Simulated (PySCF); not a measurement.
# C6H12Cl2Si: what the fields show

The calculation's input:

```
{"job": {"kind": "nmr", "xc": "PBE0", "basis": "pcSseg-1"}, "charge": 0, "multiplicity": 1}
C      2.797294    -0.099952     0.411558
C      1.313134    -0.051416     0.762889
C      0.470091    -0.398498    -0.439172
C      0.060071     0.655723    -1.414499
C     -0.978706     0.003990    -0.536760
Si    -1.804840     0.982908     0.864147
C     -1.941398    -0.950407    -1.172634
Cl    -2.594240    -2.039561     0.085040
Cl    -1.255753    -1.951195    -2.478728
H      3.015987     0.592022    -0.398372
H      3.079918    -1.100015     0.090804
H      3.405141     0.169710     1.271555
H      1.106209    -0.758620     1.570040
H      1.056044     0.948246     1.118202
H      0.720505    -1.366813    -0.859236
H      0.319624     1.680998    -1.195392
H      0.064221     0.420764    -2.468438
H     -1.638257     0.274818     2.128919
H     -1.181001     2.306040     0.921694
H     -3.221049     1.135448     0.532627
H     -2.801913    -0.437249    -1.608148
```

Launched as:

```sh
OMP_NUM_THREADS=1 python probes_run.py task.json out
```

Geometry: GFN2-xTB.

Level of theory: PySCF, PBE0/pcSseg-1, SCF density, gas phase, non-relativistic.

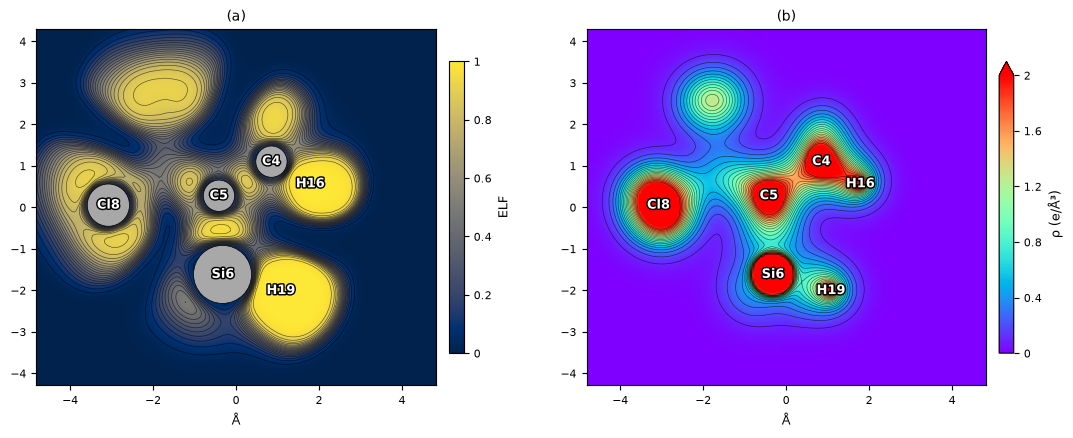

Figure 1. (a) electron localisation function; (b) electron density on the plane of atoms C5, C4 and H16. Grey discs cover the atomic cores in the ELF map.

What do the fields say about this system?

Atoms in the plane: C, Si, Cl and H.
C–C (1.51 Å): ρ is about 1.6 e/Å³ halfway; the ELF peaks at about 0.85 between the atoms: a shared electron pair.
C–Si (1.90 Å): the density is about 0.91 e/Å³ at the midpoint; the ELF peaks at about 0.95 between the atoms (a shared electron pair).
C–H (1.08 Å): the density is about 2 e/Å³ at the midpoint; the ELF climbs to about 1 towards the hydrogen, as it does in any bond to H (a covalent bond by its length).
Si–H (1.46 Å): ρ is about 0.8 e/Å³ halfway; the ELF climbs to about 1 towards the hydrogen.
The ELF also peaks beside Cl8 and Cl9, away from the bonds: lone-pair regions.

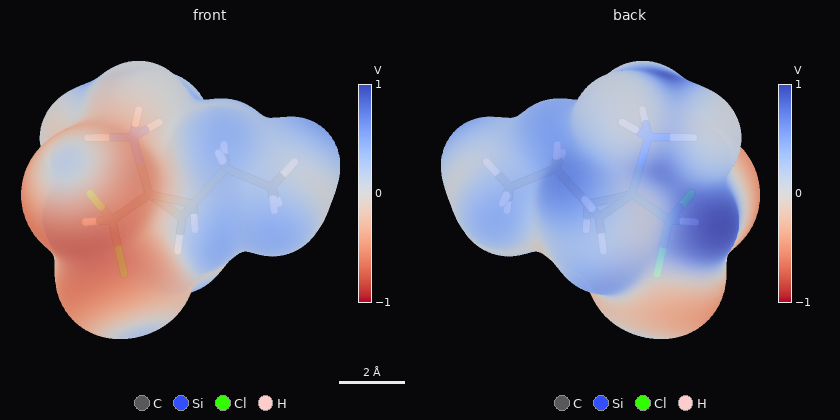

Figure 2. The electrostatic potential painted on the density surface at 0.001 e/bohr³, seen from the front and from behind; the colour scale runs from red (negative) to blue (positive).

Where is the surface potential most negative and most positive?

The most negative region (about −0.7 V) lies over Cl8 and Cl9, the most positive (about +0.9 V) over H21. Cl9 shows a σ-hole: about +0.2 V at the tip opposite its bond, against about −0.3 V on its flanks.

How polar is the molecule by this calculation?

Its dipole moment is 2.05 D.
